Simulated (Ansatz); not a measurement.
Band structure of CaMg7 (P-6m2, 8 atoms in the cell).

```
CELL_PARAMETERS angstrom
      6.78999     0.00000     0.00000
     -3.39500     5.88030     0.00000
      0.00000     0.00000     5.37007
ATOMIC_POSITIONS crystal
  Ca 0.00000 0.00000 0.50000
  Mg 0.00463 0.50231 0.50000
  Mg 0.49768 0.99537 0.50000
  Mg 0.49768 0.50231 0.50000
  Mg 0.17020 0.34040 0.00000
  Mg 0.17020 0.82980 0.00000
  Mg 0.65960 0.82980 0.00000
  Mg 0.66667 0.33333 0.00000
```

Method of the run: PBEsol, PAW files made with PBE (plane waves; Ansatz, a first-principles code).

Settings: basis.ecutwfc = 420 eV; kpoints.mp_grid.grid = 4 4 5; hamiltonian.xc = pbesol; hamiltonian.pseudopotentials = {kind: paw} (the program's default PAW files); scf.occupations.method = fermi_dirac; scf.occupations.width = 0.1 eV; kpoints.band_path.npoints = 8.

The starting cell comes from a database of computed structures (which also holds hypothetical and non-ambient phases and stackings), without a prior relaxation at this level. Its lattice was rescaled by a random factor within 2.5 % of one.

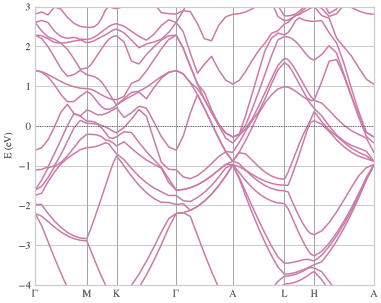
Figure. Bands along the path, energies from the Fermi level.

Levels in eV from the Fermi level, bands 37 to 44:
```tsv
point	37	38	39	40	41	42	43	44
Γ	-1.75	-1.62	-1.62	-1.11	-0.61	1.39	1.39	2.28
M	-0.55	-0.21	0.07	0.12	0.40	0.86	0.94	1.29
K	-0.70	-0.50	-0.27	-0.17	0.45	0.52	0.52	0.66
A	-0.97	-0.97	-0.89	-0.89	-0.89	-0.67	-0.43	-0.28
L	-1.95	-1.63	-1.49	-1.34	0.99	1.59	1.70	2.25
H	-3.27	-2.74	0.13	0.36	0.44	0.64	0.65	1.66
```

Bands cross the Fermi level along this path, so the cell is metallic at this level.

Keys are those of Ansatz 0.2.
